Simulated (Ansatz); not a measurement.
```xyz
4

Si    0.9083    1.7608   -0.0371
Si   -0.9073    0.4808    0.6081
Si   -0.9137   -1.7582    0.0269
Si    0.9128   -0.4834   -0.5979
```

Geometry: r2SCAN-D4/def2-TZVP.

All numbers below come from Ansatz, RKS PBE0-D4/def2-TZVP.

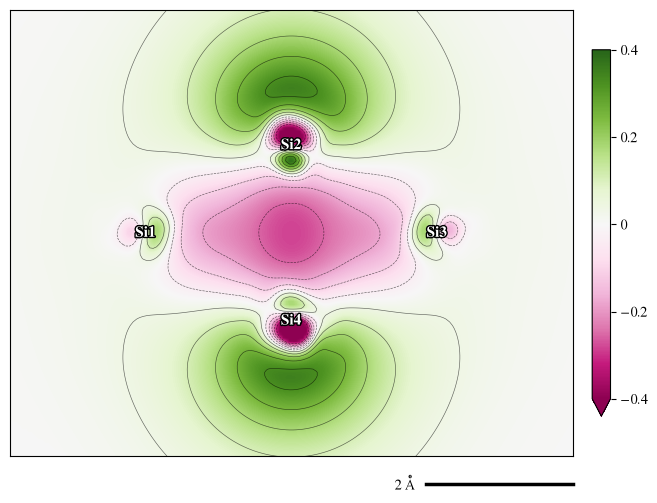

Si4. The HOMO−1 on the molecular plane (values in Å⁻³ᐟ²; the overall sign is arbitrary).

Q: Where does this orbital lie, and at what energy?

A: It lies mainly on Si2 (about 45 %), Si4 (about 45 %), Si1 (about 5 %) and Si3 (about 5 %); it is symmetric in the molecular plane (an in-plane orbital: σ, lone-pair or in-plane π type); it is gerade (even under inversion). Its energy is −6.57 eV.
